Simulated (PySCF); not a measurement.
Ca(F)2, CaF2, SMILES [F][Ca][F] at its CAM-B3LYP/def2-SVP optimised geometry (Å):

```
3

Ca    -0.2108    -0.6090     0.0000
F      1.7584    -0.6090     0.0000
F     -1.7584     0.6090     0.0000
```

Calculation: CAM-B3LYP/def2-TZVP (PySCF 2.14.0). Cells within 0.4 Å of a nucleus heavier than hydrogen are left out (blank, or x).

Map of the log10 of the electron density (e/bohr³), floored at −4 on the plane z = 0.0 Å:

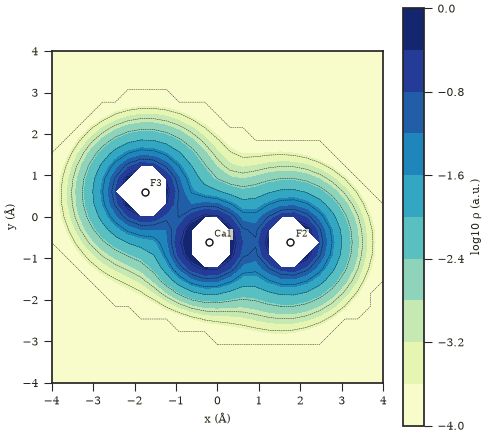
Log10 of the electron density (e/bohr³), floored at −4 on the plane z = 0.0 Å.
